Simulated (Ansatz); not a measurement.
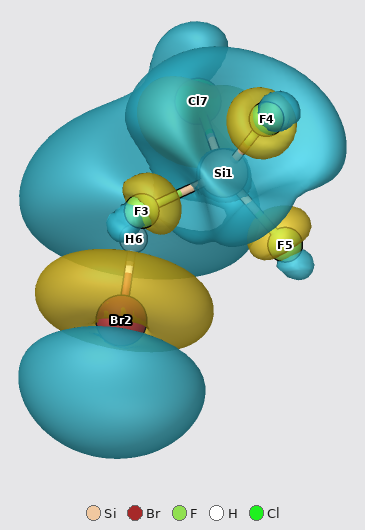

Figure. ClF$_{3}$Si···HBr. The LUMO at ±0.05 Å⁻³ᐟ² (yellow and cyan are the two phases), seen at an oblique angle.

The calculation used RKS B3LYP-D4/def2-SVP in Ansatz.

Input file:

```
crystal:
  periodic: [false, false, false]
  atoms:
    - { symbol: Si, position_ang: [-0.832154, 0.286517, -0.452002] }
    - { symbol: Br, position_ang: [1.986633, -1.609112, 0.780834] }
    - { symbol: F, position_ang: [0.012796, -0.315846, -1.658992] }
    - { symbol: F, position_ang: [-2.111564, 1.026414, -1.060984] }
    - { symbol: F, position_ang: [-1.33696, -0.869626, 0.520349] }
    - { symbol: H, position_ang: [1.987568, -0.212911, 1.257575] }
    - { symbol: Cl, position_ang: [0.293681, 1.694664, 0.61322] }
basis:
  gaussian: { orbitals: def2-SVP }
hamiltonian:
  xc: b3lyp
  dispersion: d4
relax:
  f_tol: 0.03
  max_steps: 50
output:
  orbitals: {}
```

Run with:

```sh
ansatz run input.yaml --threads 2 --pin off --max-ram 3072MiB --backend cpu --events-out ev --progress --plain --runs-dir out
```

The fields are those of the run's last geometry, not of the input's.

> Where does this orbital lie, and at what energy?

It lies mainly on Br2 (about 40 %), H6 (about 35 %), Cl7 (about 10 %) and Si1 (about 10 %). Its energy is −0.25 eV.
